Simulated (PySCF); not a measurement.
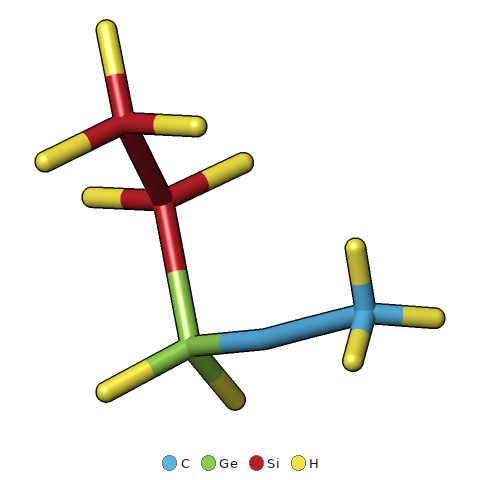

The molecule: C₃H₁₀GeSi₂, SMILES CC#[C][GeH2][SiH2][SiH3], singlet.

Vertical TDDFT excitations, CAM-B3LYP/def2-SVPD, PySCF, at a PBE0-D3(BJ)/def2-SVP geometry (no frequency check), gas phase.

Q: Where does it absorb, and how strongly?

A: The lowest singlet lies at 5.92 eV (209 nm, f = 0.003); the brightest of the first 10 is S8 at 7.10 eV (175 nm), f = 0.242, mixed, the largest part being HOMO → LUMO+1 (45 %). No singlet lies below 3.1 eV (beyond 400 nm), so at this level no vertical transition falls in the visible.


```tsv
state	E (eV)	λ (nm)	f	main character
S1	5.92	209	0.003	HOMO → LUMO+3 (39 %)
S2	6.15	201	0.016	HOMO−1 → LUMO+3 (23 %)
S3	6.18	201	0.004	HOMO−1 → LUMO+1 (25 %)
S4	6.55	189	0.107	HOMO → LUMO (82 %)
S5	6.85	181	0.003	HOMO → LUMO+4 (29 %)
S6	6.92	179	0.003	HOMO−1 → LUMO (72 %)
S7	6.98	178	0.040	HOMO → LUMO+2 (64 %)
S8	7.10	175	0.242	HOMO → LUMO+1 (45 %)
S9	7.21	172	0.085	HOMO−2 → LUMO (16 %)
S10	7.44	167	0.018	HOMO−2 → LUMO (20 %)
```

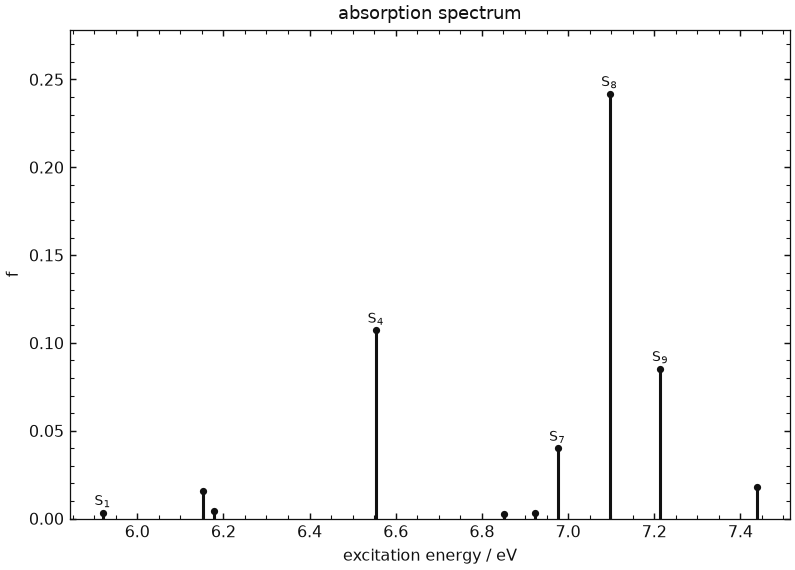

The lowest 10 singlet states are shown. States within 0.01 eV of each other are merged, with their strengths summed. The highest state may be half of a pair whose partner wasn't computed.

Note: one conformer of a flexible molecule; core orbitals are frozen in the response.
